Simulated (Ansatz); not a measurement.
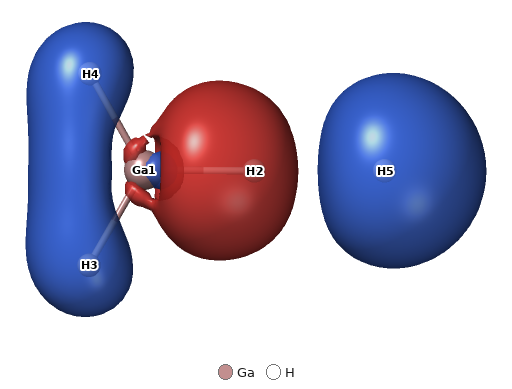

GaH$_{3}$···H (doublet). One frontier orbital at ±0.08 Å⁻³ᐟ² (red and blue are the two phases), seen across its widest extent.

Computed with UKS B3LYP/def2-SVP (Ansatz 0.2.0).

```yaml
atoms:
  - { symbol: Ga, position_ang: [0.0017, -0.0001, -0.0846] }
  - { symbol: H, position_ang: [0.0055, 0.0000, 1.4909] }
  - { symbol: H, position_ang: [1.3667, 0.0001, -0.8670] }
  - { symbol: H, position_ang: [-1.3676, 0.0001, -0.8596] }
  - { symbol: H, position_ang: [-0.0063, 0.0000, 3.3504] }
```

### Which orbital is it: HOMO (α) or LUMO (α)?

The HOMO (α), at −7.28 eV. Its weight (Hirshfeld) is mainly on H5 (about 50 %), Ga1 (about 20 %) and H2 (about 15 %); it is symmetric in the molecular plane (an in-plane orbital: σ, lone-pair or in-plane π type).
